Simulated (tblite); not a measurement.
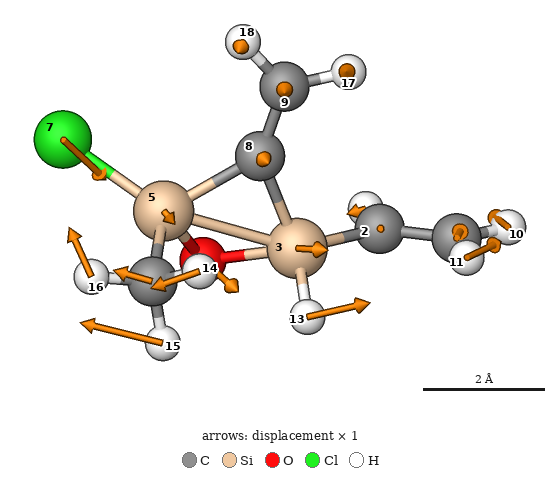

This is a relaxation of C₅H₉ClOSi₂. The starting structure is drawn; orange arrows show the displacements, at their true length. The two geometries are superimposed by the best rigid fit.

A ball-and-stick model, seen at a tilt.

Theory: tblite 0.8.0, GFN2-xTB geometry optimisation, gas phase. 

### What happened in the run?

The largest moves after the best rigid fit, 1.43 Å, are those of Cl and H atoms. By element the largest moves are H 1.43 Å, Cl 1.42 Å, O 1.15 Å, C 0.69 Å, Si 0.64 Å. Among the contacts that change: Si–Si 2.380 → 2.597 Å, O–Si 1.746 → 1.660 Å, C–Si 1.829 → 1.908 Å, Cl–Si 2.081 → 2.010 Å. Among the angles between lasting bonds that change: Si–Si–C 97.7° → 125.3°, Si–Si–Cl 147.6° → 121.2°, C–Si–Si 145.1° → 123.2°. Groups turn about C–Si by about 45°, O–Si by about 35°, O–Si by about 30°. After 142 geometry steps the energy has fallen by 1.051 eV.
